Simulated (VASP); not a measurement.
Band structure of Ta (bcc). Computed with LDA (Ceperley-Alder, Perdew-Zunger), VASP's LDA PAW potentials (set 64) (plane waves; VASP).

Unless said otherwise, spin-orbit coupling is left out, though it shifts the bands of the heavy elements here.

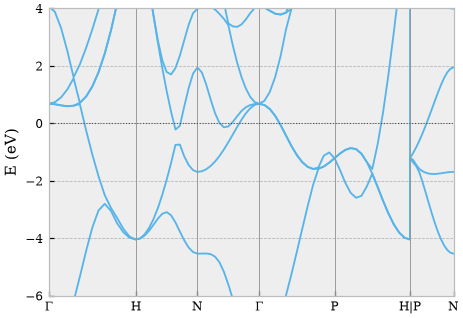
*Bands along high-symmetry lines, zero at the valence-band maximum or, without a gap, the Fermi level*

**Question.** Read the plot: is there a gap, and where are the band edges?

**Answer.** It has no gap at this level: it comes out as a metal or semimetal. (Edges off the drawn lines would not show.)

The compound is Ta in the bcc structure. It was relaxed first.
